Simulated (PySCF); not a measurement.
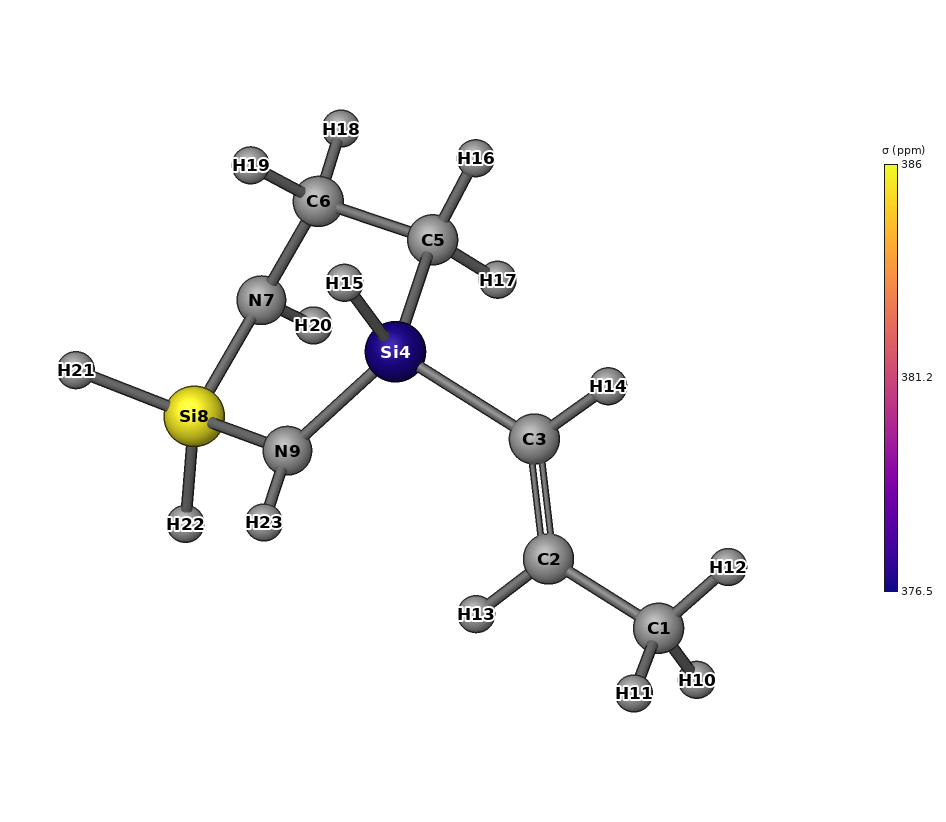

Atoms are coloured by their isotropic NMR shieldings (Si only, the others grey). The computed structure is the end point of a GFN2-xTB optimisation. No frequency run is at hand to confirm it as a minimum. Level of theory: GIAO PBE0/pcSseg-1 NMR shielding, non-relativistic, gas phase (PySCF 2.14.0).

Give the isotropic NMR shieldings of the Si atoms atom by atom.

| atom | σ (ppm) |
| --- | --- |
| Si4 | 376.7 |
| Si8 | 385.7 |

The geometry is semi-empirical. Around Si such bond lengths and angles can be off by a tenth of an ångström or more and by several degrees, and values that hang on the shape move with them.
